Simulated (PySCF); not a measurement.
# C3H7ClSi, SMILES `C/C=C\[SiH2]Cl`: electronic structure

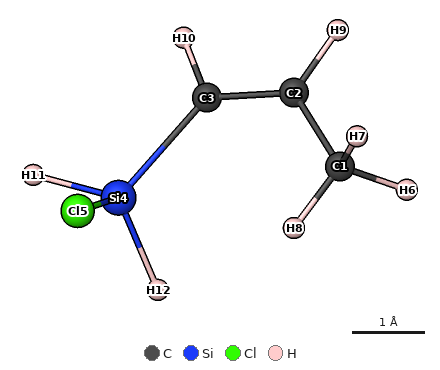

The molecule, with its atoms numbered as below. No frequency check shows the geometry to be a minimum.

Coordinates in Å:

```
C1       2.0499   -1.0825   -0.3964
C2       1.9989    0.1801    0.3903
C3       0.9688    1.0168    0.4578
Si4     -0.6929    0.8488   -0.4087
Cl5     -1.6797   -0.7850    0.2768
H6       2.8847   -1.0518   -1.0968
H7       2.2162   -1.9269    0.2726
H8       1.1288   -1.2482   -0.9477
H9       2.9049    0.3950    0.9485
H10      1.0876    1.8982    1.0770
H11     -1.5136    2.0158   -0.0909
H12     -0.5585    0.6931   -1.8573
```

### 1. Bonding charge

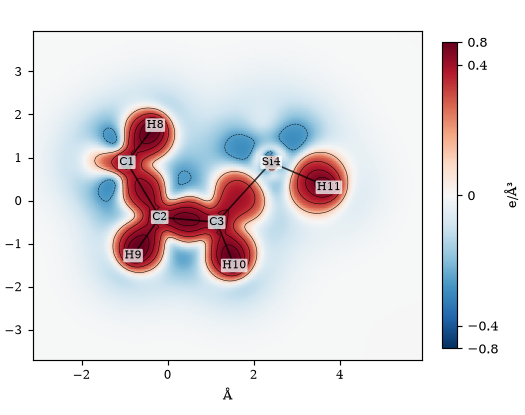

Deformation density (molecule less spherical, spin-averaged free atoms) in a plane through 8 of the atoms; colour scale in e/Å³, logarithmic beyond ±0.1; red: gain, blue: loss.

Method: ωB97X/def2-SVPD; geometry: GFN2-xTB; program: PySCF.

Q: How much density has each bond in this plane gained at its critical point, relative to the free atoms?

A: C2–H9: +0.74 e/Å³ at the bond critical point (bond length 1.09 Å). C2–C3: +0.70 e/Å³ at the bond critical point (bond length 1.33 Å). C1–H8: +0.69 e/Å³ at the bond critical point (bond length 1.09 Å). C3–H10: +0.69 e/Å³ at the bond critical point (bond length 1.08 Å). C1–C2: +0.50 e/Å³ at the bond critical point (bond length 1.49 Å). Si4–H11: +0.20 e/Å³ at the bond critical point (bond length 1.46 Å). C3–Si4: +0.17 e/Å³ at the bond critical point (bond length 1.88 Å). In all, 2.8 electrons gather in the regions of gain relative to the promolecule.

### 2. Local ionisation energy

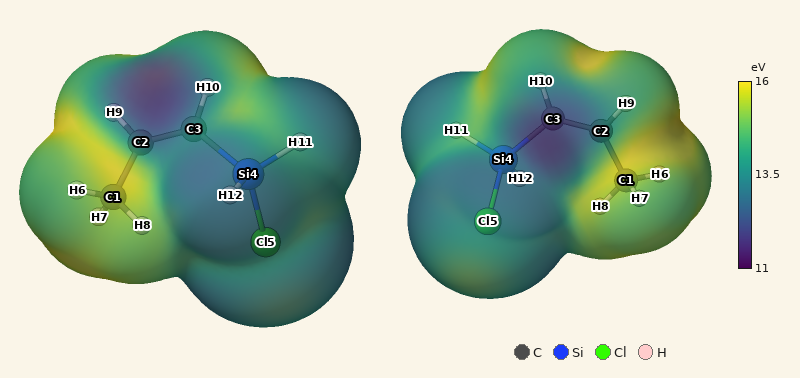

Average local ionisation energy on the surface of electron density 0.001 a.u. (back view left, front view right).

Q: Where are the most loosely bound electrons on this surface?

A: The lowest value is 11.4 eV, off the C2–C3 bond (2.2 to 2.3 Å from its atoms). Further minima include 12.7 eV, 2.1 Å from Cl5; 12.9 eV, 1.4 Å from H12. For comparison, the highest occupied orbital lies at −10.1 eV.

### 3. Localised orbitals

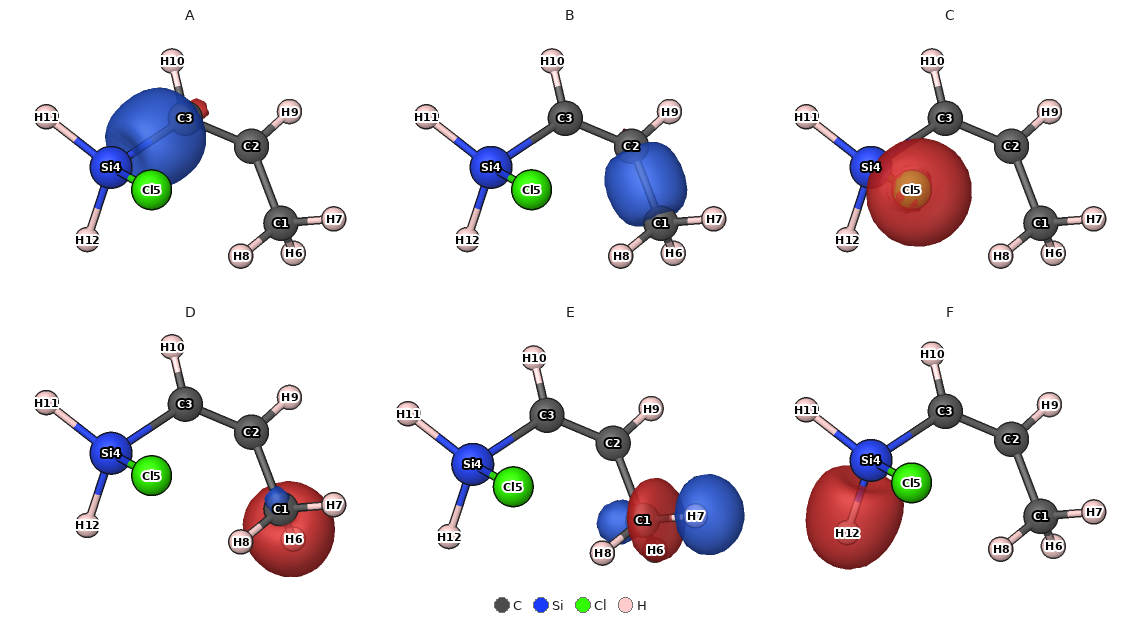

Intrinsic bond orbitals (IBO), occupied and valence-virtual; each surface holds about 70 % of the orbital's density. Energies are diagonal elements of the Fock matrix.

Method: TPSSh/def2-SVPD; geometry: GFN2-xTB; program: PySCF.

Q: What does each orbital represent in a Lewis picture?

A: By panel:
- A: σ bond C3–Si4 (C3 62 %, Si4 37 %; −11.9 eV)
- B: σ bond C2–C1 (C2 50 %, C1 50 %; −14.5 eV)
- C: lone pair on Cl5 (sp0.4-type) (Cl5 100 %; −16.9 eV)
- D: σ bond C1–H6 (C1 57 %, H6 42 %; −12.8 eV)
- E: σ* orbital H7–C1 (H7 57 %, C1 42 %; 9.1 eV)
- F: σ bond H12–Si4 (H12 55 %, Si4 44 %; −11.1 eV)

Q: Which has the smallest and which the largest spatial spread?

A: Smallest: B (0.81 Å); largest: E (1.06 Å).

Q: How do all the valence pairs divide up?

A: 15 pairs: 11 σ bonds, 3 lone pairs and 1 two-centre π bond.

### 4. Stretching a bond

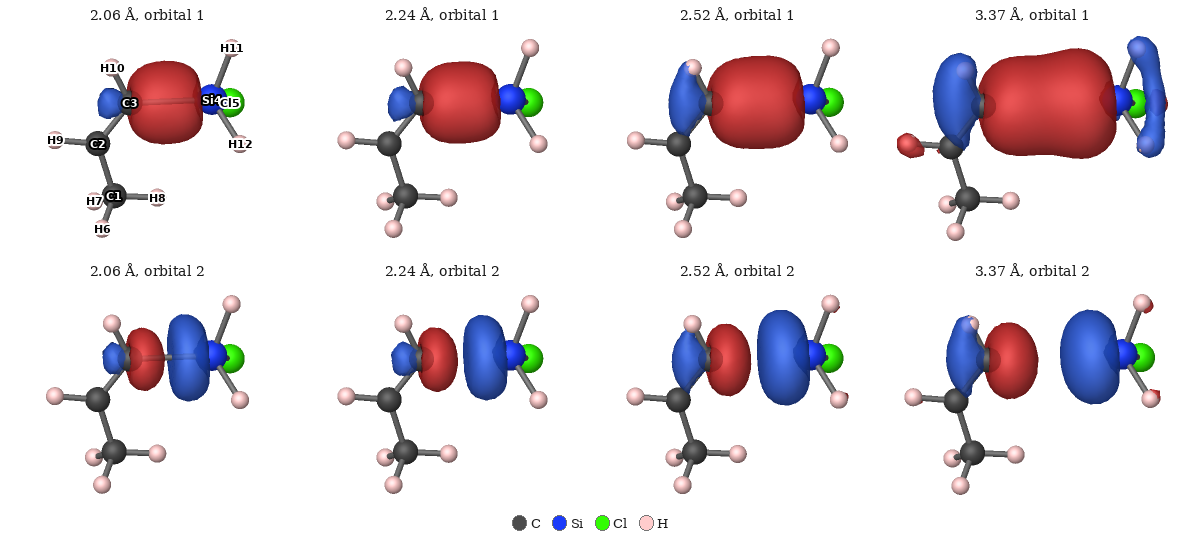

Rigid stretch of the C3–Si4 bond. The two CASSCF(2,2) natural orbitals nearest half filling (orbital 1 the more occupied).

Level of theory: 6-31G* basis (PySCF), at a geometry from GFN2-xTB.

Q: How do the occupations change along the stretch?

A: 2.06 Å: 1.97 and 0.03; 2.24 Å: 1.96 and 0.04; 2.52 Å: 1.92 and 0.08; 3.37 Å: 1.60 and 0.40. At the longest distance computed (5.24 Å) they are 1.06 and 0.94, and the effective number of unpaired electrons is 2.0.

UHF's ⟨S²⟩ passes 1 along the scan (up to 1.25), so it also polarises electrons outside the stretched bond; its energy lowering isn't due to that bond alone.

Q: Where does the UHF solution part from RHF?

A: Between 2.24 Å (⟨S²⟩ = 0, the two coincide) and 2.52 Å (⟨S²⟩ = 0.17); at 5.24 Å ⟨S²⟩ is 1.25 and UHF lies 4.7 eV below RHF.

Q: How much energy does the stretch cost?

A: By CASSCF, 4.0 eV from the lowest point of the scan (1.87 Å) to 5.24 Å; RHF gives 8.0 eV from its own lowest point. The fragments aren't relaxed and dynamic correlation is missing, so this isn't a bond dissociation energy.
